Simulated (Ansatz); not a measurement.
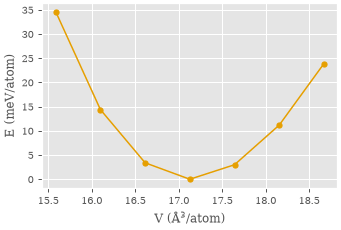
BaN₂ in space group C2/c (No. 15; Ba on 4e, N on 8f) under volume change, LDA (plane waves, PAW; program Ansatz), shape and atoms relaxed at each volume.

Question: What does a third-order Birch–Murnaghan fit give for V₀, B₀ and B′?

Answer: V₀ = 17.13 Å³/atom, B₀ = 65.7 GPa, B′ = 5.1.

The first step of the workflow began from a Materials Project structure, measured or hypothetical; the Crystallography Open Database copy checked does not list it. Its standing as an ambient phase is unchecked. Symmetry was held in the LDA relaxation; its stability against distortions is not shown here. Scalar-relativistic: spin–orbit coupling is off unless named, which matters more the heavier the elements.

Potentials: the later of the program's two PAW sets.
